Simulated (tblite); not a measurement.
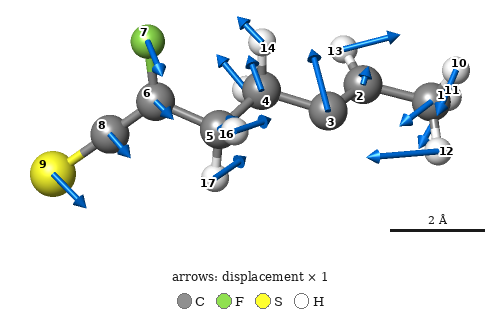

A relaxation of C7H8FS (multiplicity 2). The starting structure is drawn; blue arrows show the displacements, at their true length. The two geometries are superimposed by the best rigid fit.

Style: ball-and-stick. Shown at a tilt.

All numbers below come from GFN2-xTB geometry optimisation, gas phase in tblite 0.8.0. 

**What happened in the run?**

After 139 geometry steps the energy has fallen by 0.881 eV. The largest move after the best rigid fit is that of an H atom, 1.69 Å. By element the largest moves are H 1.69 Å, C 1.63 Å, F 1.11 Å, S 1.06 Å. Near-neighbour distances that change, for instance: C–C 1.493 → 1.560 Å, C–C 1.494 → 1.436 Å, C–C 1.332 → 1.288 Å, C–S 1.601 → 1.565 Å. Among the angles between lasting bonds that change: C–C–C 114.8° → 155.7°, C–C–C 119.5° → 128.2°, C–C–S 178.8° → 171.9°. Groups turn about C–C by about 165°, C–C by about 30°.
